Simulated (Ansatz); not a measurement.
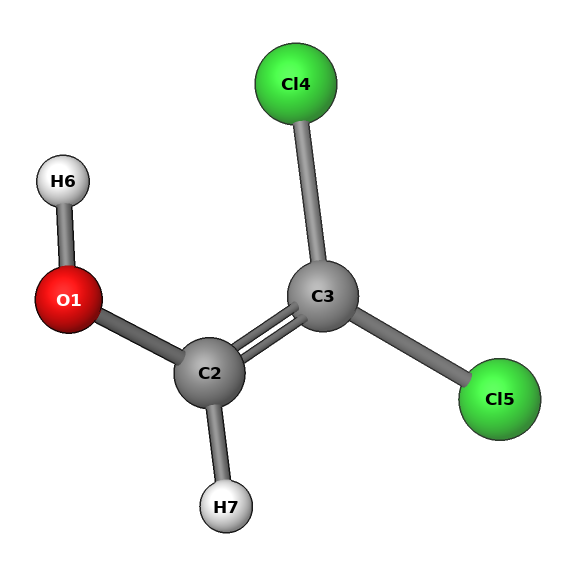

Atoms carry their numbers in the input. The geometry was computed by an optimisation with PBE0-D4/def2-TZVP.

List the bonds and their lengths.

| bond | length (Å) | order |
| --- | --- | --- |
| O1–C2 | 1.339 | single |
| O1–H6 | 0.967 | single |
| C2–C3 | 1.332 | double |
| C2–H7 | 1.082 | single |
| C3–Cl4 | 1.722 | single |
| C3–Cl5 | 1.708 | single |
